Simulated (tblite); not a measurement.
**C$_{5}$H$_{8}$Br$_{2}$Ge: frequency calculation**

C$_{5}$H$_{8}$Br$_{2}$Ge, computed with GFN2-xTB harmonic vibrations, gas phase (tblite 0.8.0).

It belongs to a series of runs on one base structure; here: Cl replaced by Br.

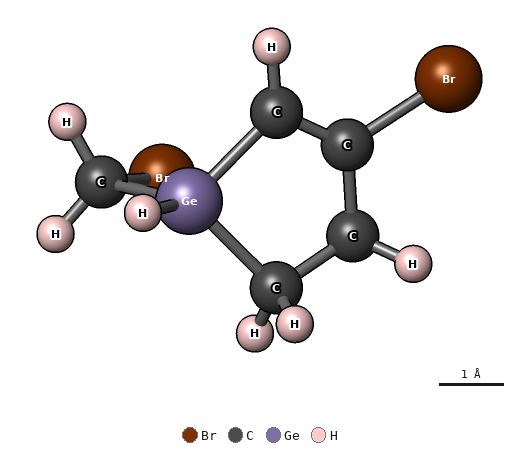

The input geometry (ball-and-stick view, seen at a tilt). Sticks mark near contacts.

Input file
```
{"job": {"kind": "ir", "xc": "GFN2-xTB", "basis": "xTB"}, "charge": 0, "multiplicity": 1}
Br     1.782749    -2.063621     0.322473
C      2.420705    -0.236567     0.175219
Ge     0.810375     0.927426    -0.083353
C     -0.471415     0.698189     1.365648
C     -1.492360    -0.019583     0.918697
Br    -2.963096    -0.517545     2.030985
C     -1.556193    -0.533802    -0.487378
C     -0.504512     0.158818    -1.365502
H      2.966793    -0.014267     1.088299
H      3.104724    -0.205959    -0.668834
H      1.281511     2.349259    -0.329144
H     -0.407651     1.047756     2.381344
H     -1.374215    -1.612142    -0.453107
H     -2.562556    -0.392383    -0.888550
H     -0.075539    -0.539805    -2.081139
H     -0.966918     0.963169    -1.937069
```

The first line tells a small driver script what to run in tblite; the rest is the geometry in Å.

Run as:
```bash
OMP_NUM_THREADS=1 python <driver script> task.json out
```

Output
```
mode    cm-1     km/mol
  1      28.0      1.25
  2      59.4      3.36
  3      96.5      1.85
  4     110.9      0.20
  5     151.0      0.55
  6     201.4      2.43
  7     221.6      4.85
  8     241.6      1.14
  9     378.3     11.03
 10     411.9      5.93
 11     513.9     11.56
 12     529.4     29.10
 13     586.4     56.05
 14     603.7     42.55
 15     640.1     32.17
 16     669.9     84.19
 17     682.8    110.36
 18     715.1     64.29
 19     767.3     84.08
 20     780.2     33.14
 21     917.4      9.92
 22     949.2     10.76
 23    1047.4      5.89
 24    1051.5      8.14
 25    1116.1      9.10
 26    1127.8      6.93
 27    1161.6      4.70
 28    1167.7     40.12
 29    1227.5      2.90
 30    1307.1     11.65
 31    1402.4      6.74
 32    1444.8      9.56
 33    1465.0     22.76
 34    1623.6    142.32
 35    1881.2    498.94
 36    2946.6      7.45
 37    2970.6     30.66
 38    2979.9     43.08
 39    2995.9      2.48
 40    2998.4      2.77
 41    2999.9     14.44
 42    3104.1     17.68
```

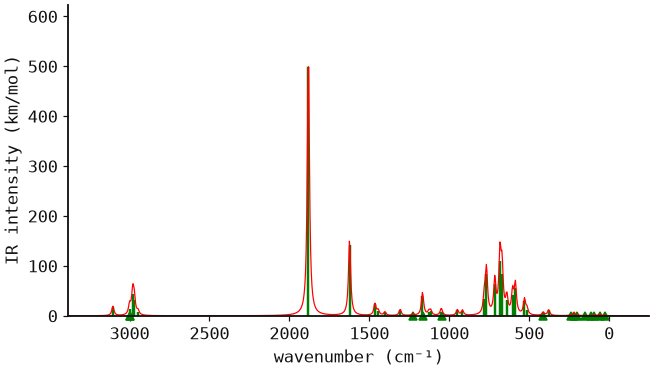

Harmonic infrared spectrum, unscaled: sticks (degenerate modes added up, dark ones marked on the axis) with a Lorentzian envelope of 16 cm⁻¹ full width, scaled to the tallest stick. 42 modes from 28 to 3104 cm⁻¹, none imaginary. The strongest line is at 1881 cm⁻¹ (499 km/mol).

Results in brief

| quantity | value |
| --- | --- |
| outcome | converged |
| total energy | −675.7327 eV |
| zero-point energy | 69.0130 kcal/mol |
| hardware | 1 CPU thread, shared host |
| wall time | 0.67 s |
| peak memory | 0.18 GiB |
